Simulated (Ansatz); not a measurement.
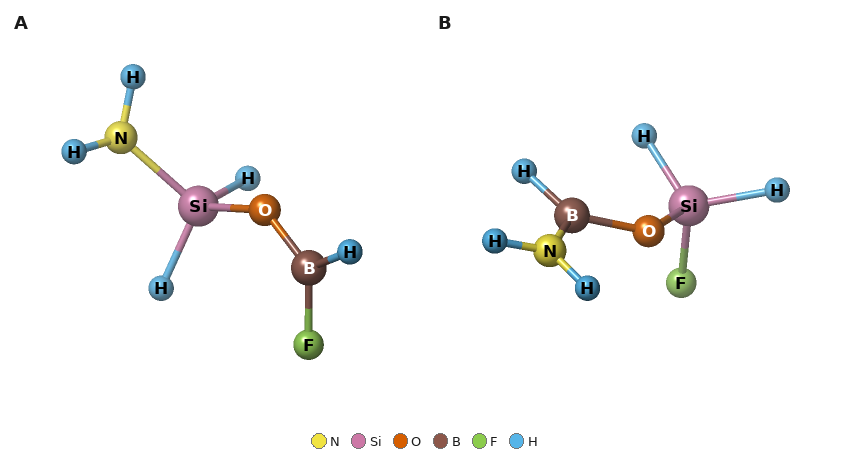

2 stationary structures of one formula. Geometries: PBE-D4/def2-SVP. Electronic energies: PBE-D4/def2-SVP (Ansatz 0.2.0), without zero-point energy. No frequency run is at hand to confirm each as a minimum. Each is one conformer, not always the lowest.

How are they related?

Answer. They are constitutional isomers of BFH5NOSi: A `N[SiH2]OBF`, B `NBO[SiH2]F`.

Which structure is the most stable?

Answer. B is lowest; A lies 43.3 kJ/mol above it.
